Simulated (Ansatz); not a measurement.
## Fields on a plane of SnTe (rock salt)

```xyz
2
Lattice="0.0000 3.2046 3.2046 3.2046 0.0000 3.2046 3.2046 3.2046 0.0000" Properties=species:S:1:pos:R:3 pbc="T T T"
Te     0.0000     0.0000     0.0000
Sn     3.2046     3.2046     3.2046
```

The slice is a {100} plane (indices of the conventional cell) through the point (0.500, 0.500, 0.500) (fractional), spanned by u = [100] and v = [0 1 -1] in vectors of this cell: u (4.53 Å) and v (4.53 Å, at 90° to u). It covers one period; positions are fractions (u, v).

Atoms on it: Te at (0.50, 0.50); Sn at (0.00, 0.00).

Level of theory: PBE (plane waves to 420 eV, PAW, scalar-relativistic; Ansatz, a first-principles code). k mesh 13×13×13. Inside the PAW spheres the values are not all-electron values, and peaks at nuclei hang on which shells count as valence. SnTe was relaxed with its symmetry unable to fall. Spin-orbit coupling is left out, though Te is heavy. The PAW data are Ansatz's earlier set.

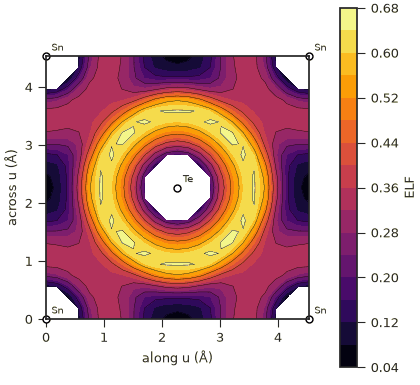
Electron localisation function (ELF), one period of the plane, atoms marked. Points within 0.5 Å of a nucleus are left white, as the pseudised field means little there.

```
v \ u  0.00  0.08  0.17  0.25  0.33  0.42  0.50  0.58  0.67  0.75  0.83  0.92
-----  ----  ----  ----  ----  ----  ----  ----  ----  ----  ----  ----  ----
0.88    0.6   0.4  -0.2  -0.6  -0.9  -1.0  -1.0  -1.0  -0.9  -0.6  -0.2   0.4
0.75   -0.5  -0.6  -0.7  -0.7  -0.6  -0.4  -0.4  -0.4  -0.6  -0.7  -0.7  -0.6
0.62   -1.1  -1.1  -0.8  -0.5  -0.2   0.4   0.7   0.4  -0.2  -0.5  -0.8  -1.1
0.50   -1.3  -1.2  -0.8  -0.4   0.2   1.0   1.3   1.0   0.2  -0.4  -0.8  -1.2
0.38   -1.1  -1.1  -0.8  -0.5  -0.2   0.4   0.7   0.4  -0.2  -0.5  -0.8  -1.1
0.25   -0.5  -0.6  -0.7  -0.7  -0.6  -0.4  -0.4  -0.4  -0.6  -0.7  -0.7  -0.6
0.12    0.6   0.4  -0.2  -0.6  -0.9  -1.0  -1.0  -1.0  -0.9  -0.6  -0.2   0.4
0.00    1.1   0.9   0.2  -0.5  -1.0  -1.2  -1.3  -1.2  -1.0  -0.5   0.2   0.9
```

Values: log₁₀ of the valence density in e/Å³. The scale is logarithmic, as a density can span decades between atoms and voids.

The density on the Te–Sn line (3.20 Å) at its density minimum, 1.7 Å from Te comes out as 0.20 e/Å³ and the ELF at that point is 0.4. ELF maximum in the middle third of the Te–Sn line: 0.65, 1.3 Å from Te.
